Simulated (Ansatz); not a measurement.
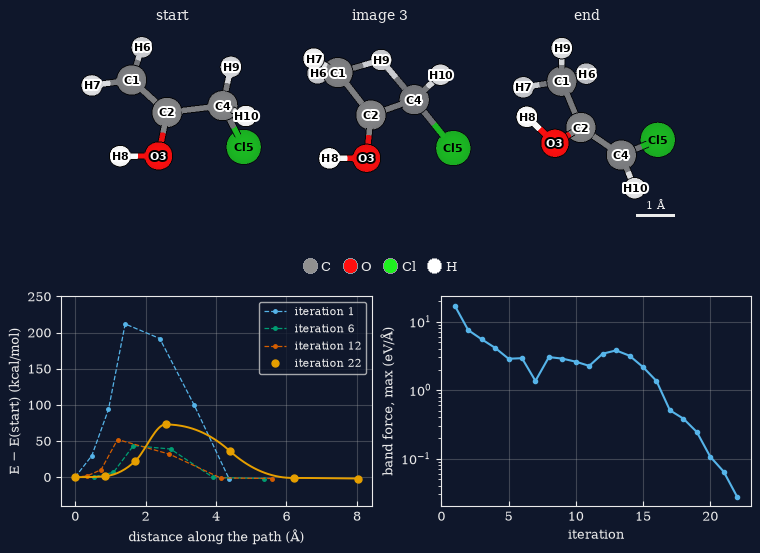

NEB run on C₃H₅ClO. Images are numbered from 0 (start) to 6 (end). The plot follows the band through its iterations. The picture is a ball-and-stick view, seen at a tilt.

Level of theory: Ansatz, RKS PBE-D4/STO-3G. Run with 5 movable images; climbing image; force threshold 0.03 eV/Å; iteration limit 60; spring constant 0.1 eV/Å²; starting path through a guess of the saddle point.

Did the band converge, and can the barrier be trusted?

Answer. The run is converged, with reservations. The band converged in 22 iterations. The largest component of the band force went from 17 to 0.028 eV/Å. The climbing image converged on the top of the path. Its curvatures weren't checked. The spring constant is far from the usual few eV/Å², which spoils the spacing or the steps. The first iteration put the highest image at 212.0 kcal/mol. Forward barrier 73.0 kcal/mol, backward barrier 74.8 kcal/mol, with image 3 at the top; the reaction energy is −1.9 kcal/mol.

Limits of the set-up: STO-3G is a minimal basis, so the numbers are rough.
